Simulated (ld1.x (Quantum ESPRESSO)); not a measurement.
**Pseudopotential generation for Al (part 2 of 2)**

The same run, continued: aluminium (Al, Z = 13), core [He], reference valence 2s2 2p6 3s2 3p1, valence charge 11. Method: TM potential, PBE, scalar-relativistic, made with ld1.x (Quantum ESPRESSO) 7.5.

**Output of the test run (extracts), continued**
```
     ---------------------- Testing the pseudopotential ----------------------

     Al
     scalar relativistic calculation

     atomic number is 13.00   valence charge is 11.00
     dft =PBE   lsd =0 sic =0 latt =0  beta=0.20 tr2=1.0E-14
     mesh =1135 r(mesh) = 100.48924 xmin = -7.00 dx = 0.01250

     n l     nl             e AE (Ry)        e PS (Ry)    De AE-PS (Ry)
     1 0     2S   1( 2.00)       -8.69044       -8.69834        0.00790  !
     2 1     2P   1( 6.00)       -5.85894       -5.86669        0.00775  !
     2 0     3S   1( 1.00)       -1.14736       -1.17036        0.02300  !
     3 1     3P   1( 1.00)       -0.71655       -0.73456        0.01801  !

     eps = 6.4E-16  iter = 10

     Etot =    -484.519974 Ry,    -242.259987 Ha,   -6592.230085 eV
     Etotps =  -172.347744 Ry,     -86.173872 Ha,   -2344.910511 eV
     dEtot_ae =       0.850467 Ry
     dEtot_ps =       0.862042 Ry,   Delta E=      -0.011575 Ry

     Ekin =     116.070744 Ry,      58.035372 Ha,    1579.222923 eV
     Encl =    -329.518227 Ry,    -164.759114 Ha,   -4483.323881 eV
     Ehrt =     111.732585 Ry,      55.866293 Ha,    1520.199265 eV
     Ecxc =     -31.881226 Ry,     -15.940613 Ha,    -433.766172 eV
     (Ecc =     -11.303021 Ry,      -5.651510 Ha,    -153.785431 eV)
     Epseu=     -38.751620 Ry,     -19.375810 Ha,    -527.242645 eV

     ---------------------- End of pseudopotential test ----------------------

     ---------------------- Testing the pseudopotential ----------------------

     Al
     scalar relativistic calculation

     atomic number is 13.00   valence charge is 11.00
     dft =PBE   lsd =0 sic =0 latt =0  beta=0.20 tr2=1.0E-14
     mesh =1135 r(mesh) = 100.48924 xmin = -7.00 dx = 0.01250

     n l     nl             e AE (Ry)        e PS (Ry)    De AE-PS (Ry)
     1 0     2S   1( 2.00)       -9.88722       -9.91585        0.02863  !
     2 1     2P   1( 5.00)       -7.11150       -7.10783       -0.00367
     2 0     3S   1( 2.00)       -1.33962       -1.34756        0.00794  !
     3 1     3P   1( 1.00)       -0.84792       -0.84576       -0.00216

     eps = 1.9E-15  iter = 12

     Etot =    -479.283753 Ry,    -239.641876 Ha,   -6520.987658 eV
     Etotps =  -167.121270 Ry,     -83.560635 Ha,   -2273.800718 eV
     dEtot_ae =       6.086689 Ry
     dEtot_ps =       6.088515 Ry,   Delta E=      -0.001827 Ry

     Ekin =     107.419473 Ry,      53.709737 Ha,    1461.516390 eV
     Encl =    -311.859650 Ry,    -155.929825 Ha,   -4243.066695 eV
     Ehrt =     101.582862 Ry,      50.791431 Ha,    1382.105253 eV
     Ecxc =     -30.543350 Ry,     -15.271675 Ha,    -415.563447 eV
     (Ecc =     -11.303021 Ry,      -5.651510 Ha,    -153.785431 eV)
     Epseu=     -33.720606 Ry,     -16.860303 Ha,    -458.792219 eV

     ---------------------- End of pseudopotential test ----------------------

     ---------------------- Testing the pseudopotential ----------------------

     Al
     scalar relativistic calculation

     atomic number is 13.00   valence charge is 11.00
     dft =PBE   lsd =0 sic =0 latt =0  beta=0.20 tr2=1.0E-14
     mesh =1135 r(mesh) = 100.48924 xmin = -7.00 dx = 0.01250

     n l     nl             e AE (Ry)        e PS (Ry)    De AE-PS (Ry)
     1 0     2S   1( 2.00)       -8.08366       -8.08231       -0.00135
     2 1     2P   1( 6.00)       -5.25152       -5.25064       -0.00088
     2 0     3S   1( 1.00)       -0.63016       -0.63334        0.00318
     3 1     3P   1( 2.00)       -0.24571       -0.24105       -0.00467

     eps = 2.4E-15  iter = 12

     Etot =    -484.992719 Ry,    -242.496359 Ha,   -6598.662099 eV
     Etotps =  -172.825938 Ry,     -86.412969 Ha,   -2351.416672 eV
     dEtot_ae =       0.377723 Ry
     dEtot_ps =       0.383848 Ry,   Delta E=      -0.006126 Ry

     Ekin =     116.694805 Ry,      58.347402 Ha,    1587.713705 eV
     Encl =    -336.260113 Ry,    -168.130056 Ha,   -4575.051907 eV
     Ehrt =     117.999049 Ry,      58.999524 Ha,    1605.458846 eV
     Ecxc =     -32.358318 Ry,     -16.179159 Ha,    -440.257351 eV
     (Ecc =     -11.303021 Ry,      -5.651510 Ha,    -153.785431 eV)
     Epseu=     -38.901360 Ry,     -19.450680 Ha,    -529.279965 eV

     ---------------------- End of pseudopotential test ----------------------
```

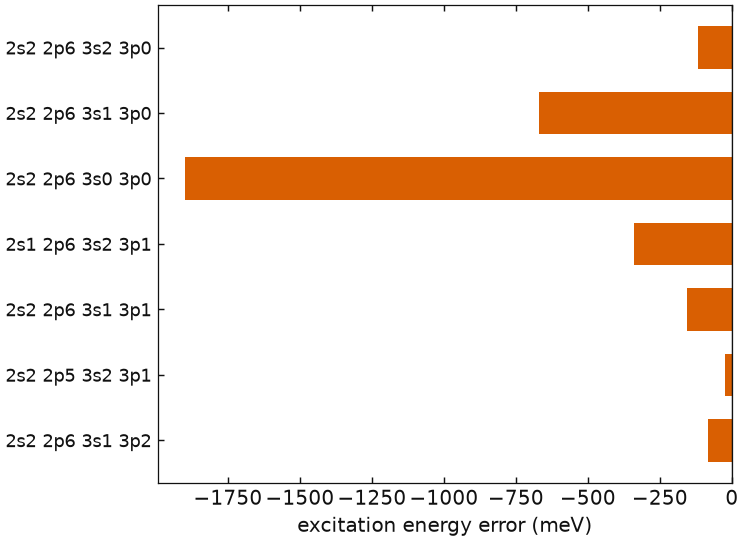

*Errors, all-electron minus pseudo, of the energies of valence configurations relative to the unpolarised reference 2s2 2p6 3s2 3p1.*

- Worst configuration: 2s2 2p6 3s0 3p0 (charge +3): the error is -1899 meV on an all-electron energy of +53.43 eV relative to the reference, or 3.6 %.
- Errors in meV: 2s2 2p6 3s2 3p0: -116; 2s2 2p6 3s1 3p0: -669; 2s2 2p6 3s0 3p0: -1899; 2s1 2p6 3s2 3p1: -340; 2s2 2p6 3s1 3p1: -157; 2s2 2p5 3s2 3p1: -25; 2s2 2p6 3s1 3p2: -83.

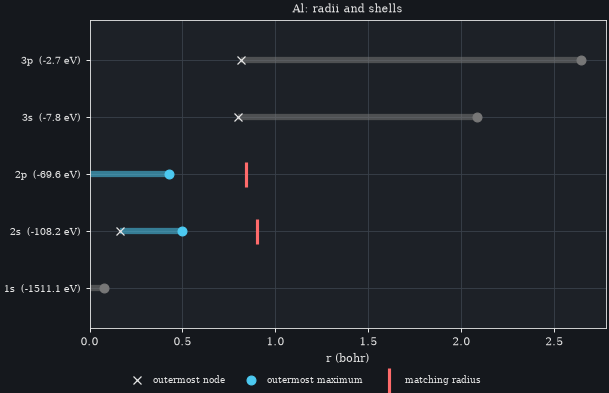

*Outer shells of the all-electron reference atom: each bar runs from the outermost node (or the nucleus) to the outermost maximum of u(r); the tick is the radius chosen for the pseudo-wave. Shells without a tick have no pseudo-wave of their own. Levels, nodes and maxima are from ld1.x, scalar-relativistic.*

- Radii against the shells: 2s: 0.90 bohr, outside the maximum; 2p: 0.84 bohr, outside the maximum.

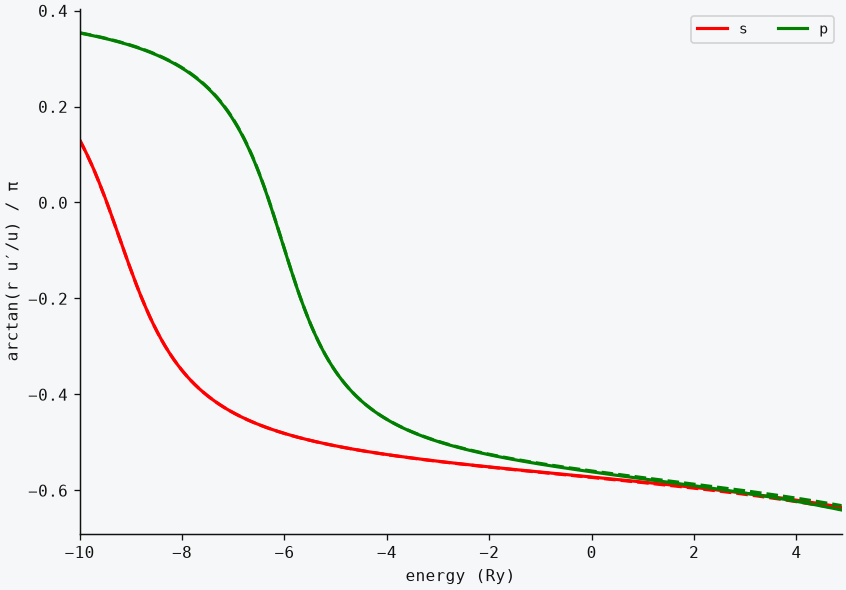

*Unwrapped phase arctan(r u′/u) in units of π against energy, all-electron (solid) and pseudo (dashed); the pseudo phase is matched to the all-electron one at the reference energy. Here u = r R(r).*

- Poles, where the radial function vanishes at the test radius: s: all-electron at -5.3 Ry, pseudo at -5.3 Ry; p: all-electron at -3.0 Ry, pseudo at -2.9 Ry.
- Ghost states: the plot shows none: the two phases stay within 0.03 rad of each other in all channels drawn. The separate test gives: no ghost state below the valence levels in the s, p, d, f channels.
- Range over which the phases agree within 0.05 rad: s: over the whole range drawn; p: over the whole range drawn.

**Results in brief**

- outcome: generated
- cutoffs needed: 230 Ry and over 300 Ry (the cutoffs, on a coarse ladder, from which the occupation-weighted sum of valence levels, in a spherical-Bessel basis at the reference potential, stays within 10 and 1 mRy of its value at 400 Ry); ghost states and empty shells don't enter this sum
- ghost test: no ghost state below the valence levels in the s, p, d, f channels (spherical-Bessel basis up to 400 Ry, 20 bohr box)
- largest excitation error: -1899 meV (all-electron minus pseudo) for 2s2 2p6 3s0 3p0, out of 7 test configurations
- range over which the phases arctan(r u′/u) at the test radius agree within 0.05 rad (a looser test near the poles than one of phase shifts): s: over the whole range computed; p: over the whole range computed
- hardware: 1 CPU thread, shared host
- wall time: 3.1 s

**Notes**

An excitation error of 1899 meV in its own tests makes this a poorly transferable potential.
